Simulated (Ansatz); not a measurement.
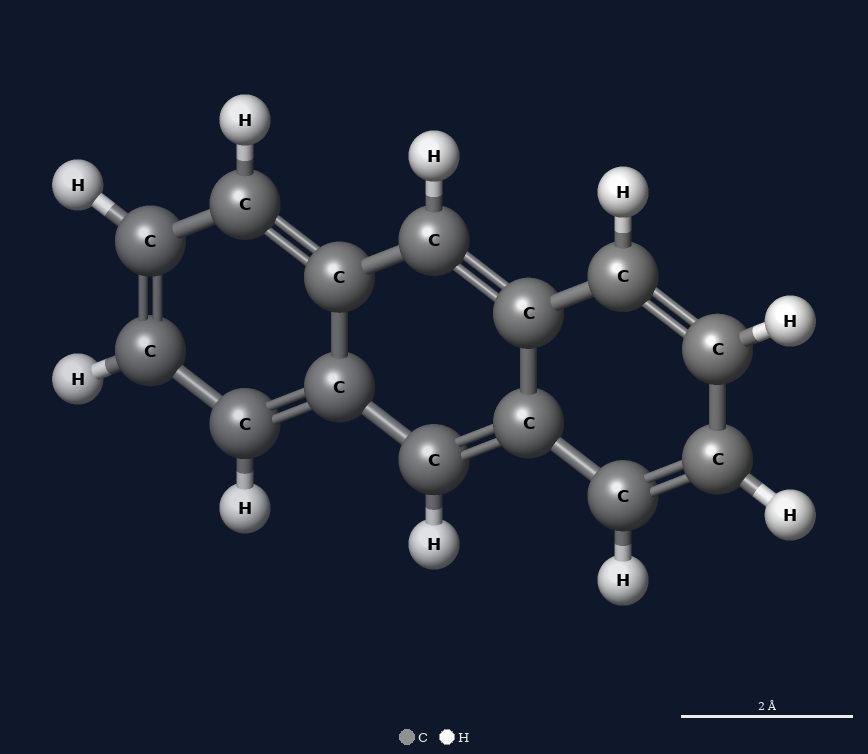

The species is neutral and a spin singlet. Geometry: a fixed input geometry, not necessarily a minimum. Basis: def2-SVP. Computed at fixed atoms with Ansatz. R, U and RO name restricted, unrestricted and restricted open-shell orbitals; core potentials come with def2 and Stuttgart sets past Kr, some runs use density fitting (about 1 meV), and each entry rests on the lowest determinant that the runs found.

```xyz
24
charge 0, multiplicity 1
C     0.0000    1.4100    0.0000
C     1.2211    0.7050    0.0000
C     1.2211   -0.7050    0.0000
C     0.0000   -1.4100    0.0000
C    -1.2211   -0.7050    0.0000
C    -1.2211    0.7050    0.0000
C     2.4422    1.4100    0.0000
C     3.6633    0.7050    0.0000
C     3.6633   -0.7050    0.0000
C     2.4422   -1.4100    0.0000
C     4.8844    1.4100    0.0000
C     6.1055    0.7050    0.0000
C     6.1055   -0.7050    0.0000
C     4.8844   -1.4100    0.0000
H     0.0000    2.4950    0.0000
H     0.0000   -2.4950    0.0000
H    -2.1607   -1.2475    0.0000
H    -2.1607    1.2475    0.0000
H     2.4422    2.4950    0.0000
H     2.4422   -2.4950    0.0000
H     4.8844    2.4950    0.0000
H     7.0451    1.2475    0.0000
H     7.0451   -1.2475    0.0000
H     4.8844   -2.4950    0.0000
```

Give total energies (hartree) for R-PBE0; R-ωB97X; RHF; U-PBE0.

```csv
method,energy (Eh)
RHF,-535.5883
U-PBE0,-538.5017
R-PBE0,-538.5017
R-ωB97X,-538.9833
```
